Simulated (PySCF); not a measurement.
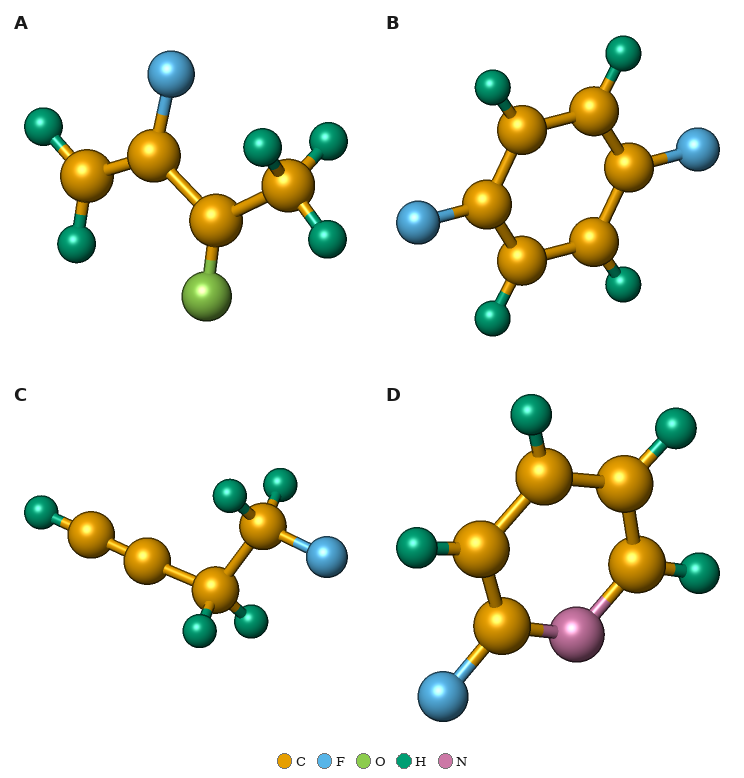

(Drawn from a calculation with PySCF.)

Question: Match each picture to its SMILES.
(1) C#CCCF
(2) Fc1ccccn1
(3) C=C(F)C(C)=O
(4) Fc1ccc(F)cc1

Answer: A is (3), B is (4), C is (1), D is (2).
